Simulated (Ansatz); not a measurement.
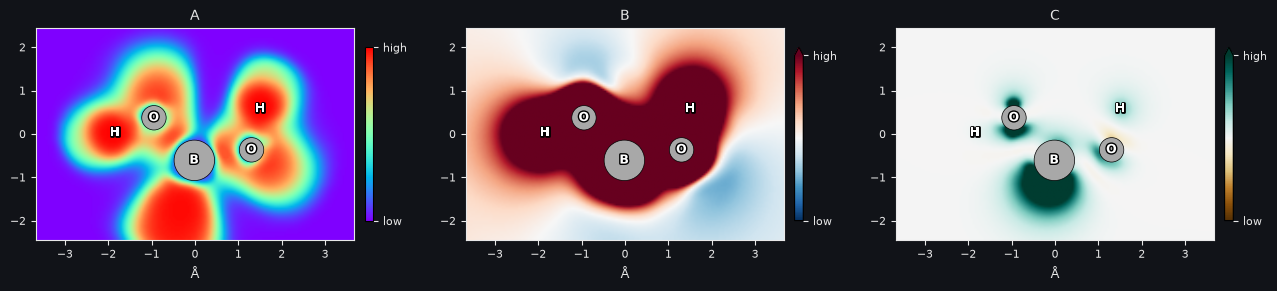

BH₂O₂ (SMILES O[B]O) (doublet): 3 fields on the molecular plane, with unlabelled colour scales. Grey discs cover the atomic cores.

Geometry: PBE0-D3(BJ)/def2-SVP.

Theory: isolated molecule in a Gaussian basis; Kohn-Sham density functional theory, functional PBE0 in Ansatz.

```xyz
5

B     0.2731    1.1915    2.4781
O    -0.2850    1.5181    1.3037
O     1.4560    0.5421    2.5786
H     0.2527    1.2372    0.5473
H     1.7146    0.3842    3.4914
```

> The panels show electron localisation function, electrostatic potential and spin density in some order. Assign them.

Panel A: electron localisation function. Panel B: electrostatic potential (strongly positive close to the atoms, with negative regions outside electron-rich atoms). Panel C: spin density (confined to the atoms that carry the unpaired spin). From the grid: B–O (1.34 Å): the ELF peaks at about 0.90 between the atoms, as expected for a short, strongly polar bond. O–H (0.96 Å): the ELF climbs to about 1 towards the hydrogen, as it does in any bond to H (a covalent bond by its length).
